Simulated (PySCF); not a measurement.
**Excited-state calculation of COSe**

System: COSe (Carbonyl selenide), SMILES O=C=[Se].
Method: TDDFT BHandHLYP/def2-SVPD, vertical, gas phase, core orbitals frozen in the response (PySCF 2.14.0).

The geometry comes from this level: PBE0-D3(BJ)/def2-SVP.

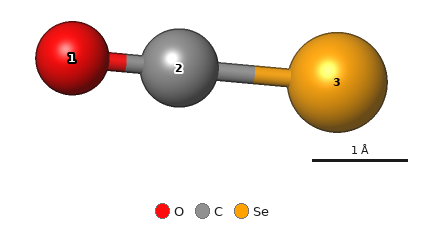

Figure 1. The structure as given in the input (ball-and-stick view, seen at an oblique angle; atoms are numbered from 1 in the order of the input). Bond lengths as drawn: C–O 1.15 Å and C–Se 1.71 Å.

Results in brief:

```json
{"quantity": "outcome", "value": "converged"}
{"quantity": "total energy", "value": "−2514.441512 hartree"}
{"quantity": "HOMO", "value": "−9.11 eV"}
{"quantity": "LUMO", "value": "−0.19 eV"}
{"quantity": "dipole moment", "value": "0.87 D"}
{"quantity": "mean polarisability", "value": "40.54 a.u."}
{"quantity": "vertical ionisation energy", "value": "10.55 eV"}
{"quantity": "lowest singlet excitation", "value": "4.97 eV"}
{"quantity": "hardware", "value": "1 CPU thread, shared host"}
{"quantity": "wall time", "value": "4.3 s"}
{"quantity": "peak memory", "value": "0.81 GiB"}
```

Notes:

Spin–orbit coupling is left out, which matters for the heavy atoms.

Input:
```
{"job": {"kind": "uv", "xc": "BHandHLYP", "basis": "def2-SVPD", "ip": true}, "charge": 0, "multiplicity": 1}
O     -1.151676     0.770528    -0.013471
C     -0.152081     0.193975    -0.009087
Se     1.326718    -0.659163    -0.002542
```

The first line tells a small driver script what to run in PySCF; the rest is the geometry in Å.

Log:
```
coarse grid: 17696 points
cycle   1  E = -2514.3551678556  dE = -3.715e-01  |g| = 6.319e-01  |ddm| = 2.368e+00
cycle   2  E = -2514.2262863116  dE =  1.289e-01  |g| = 1.063e+00  |ddm| = 1.121e+00
cycle   3  E = -2514.4398428567  dE = -2.136e-01  |g| = 7.412e-02  |ddm| = 7.151e-01
cycle   4  E = -2514.4407308970  dE = -8.880e-04  |g| = 5.323e-02  |ddm| = 1.370e-01
cycle   5  E = -2514.4415175534  dE = -7.867e-04  |g| = 7.002e-03  |ddm| = 5.509e-02
cycle   6  E = -2514.4415231415  dE = -5.588e-06  |g| = 1.290e-03  |ddm| = 5.648e-03
final grid: 35496 points
cycle   7  E = -2514.4415116771  dE = -1.626e-07  |g| = 1.031e-03  |ddm| = 2.332e-03
cycle   8  E = -2514.4415115306  dE =  1.465e-07  |g| = 1.270e-03  |ddm| = 1.857e-03
cycle   9  E = -2514.4415118251  dE = -2.945e-07  |g| = 2.343e-04  |ddm| = 1.207e-03
cycle  10  E = -2514.4415118374  dE = -1.231e-08  |g| = 3.967e-05  |ddm| = 2.154e-04
cycle  11  E = -2514.4415118376  dE = -1.983e-10  |g| = 2.595e-05  |ddm| = 5.534e-05
```

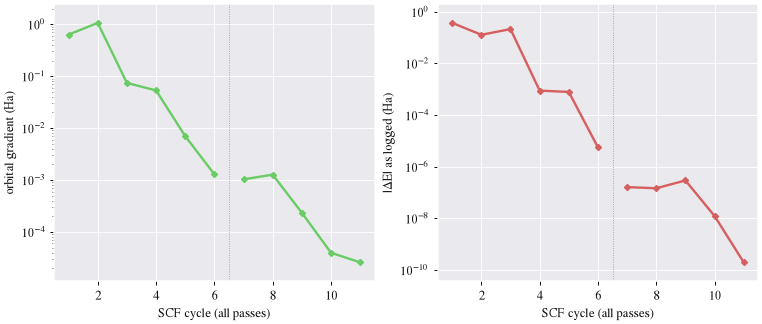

Figure 2. Convergence of the self-consistent field: orbital gradient and size of the energy change against the SCF cycle. The dotted line marks the change from a coarse to the final integration grid. The first 6 cycles use a coarse grid, the final grid takes over at cycle 7, and the field converges after 11 cycles in all.

```
converged SCF energy = -2514.4415118376

Static polarisability (au): isotropic 40.541, principal 31.250 31.250 59.123

Singlet excitations
state   eV       nm        f      main configurations
  1   4.9728    249.3   0.00000   H->L 0.49, H-1->L+1 0.49
  2   5.2155    237.7   0.00000   H-1->L+1 0.40, H->L 0.40, H->L+1 0.09
  3   5.2155    237.7   0.00000   H-1->L 0.40, H->L+1 0.40, H-1->L+1 0.09
  4   6.7578    183.5   0.02375   H->L+2 0.80, H->L+6 0.09
  5   6.7578    183.5   0.02374   H-1->L+2 0.80, H-1->L+6 0.09
  6   7.5605    164.0   0.07023   H->L+3 0.72, H->L+6 0.11, H->L+2 0.09
  7   7.5607    164.0   0.07024   H-1->L+3 0.72, H-1->L+6 0.11, H-1->L+2 0.09
  8   7.7155    160.7   0.67218   H->L+1 0.42, H-1->L 0.42
  9   8.6164    143.9   0.04854   H-1->L+6 0.65, H-1->L+3 0.17
 10   8.6165    143.9   0.04854   H->L+6 0.65, H->L+3 0.17

Triplet excitations (Tamm-Dancoff, eV): 4.2936 4.6168 4.6168 5.0400
Vertical ionisation energy (delta-SCF) = 10.5482 eV
```

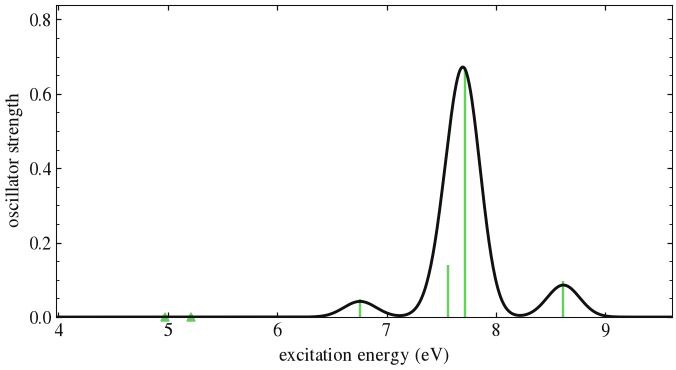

Figure 3. Computed excitations as sticks (degenerate states added up, dark ones marked on the axis), with a Gaussian envelope of 0.35 eV full width at half maximum, scaled to the tallest. Of the 10 states the lowest lies at 4.97 eV (f = 0.000); the strongest line is at 7.72 eV, or 161 nm (f = 0.672).

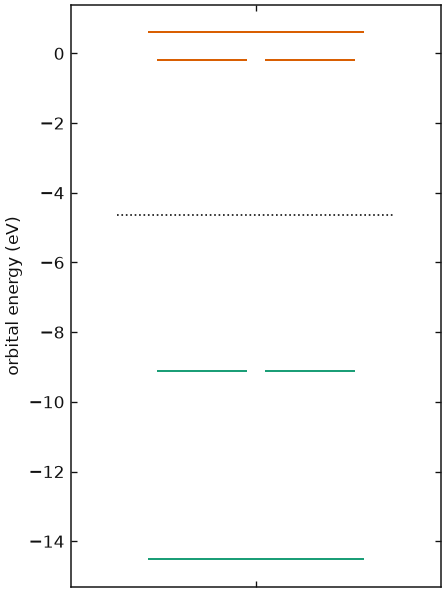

Figure 4. Orbital energies near the frontier; the dotted line parts filled from empty levels, and levels within 0.02 eV of each other stand side by side. Highest filled −9.11 eV, lowest empty −0.19 eV, 8.92 eV apart.
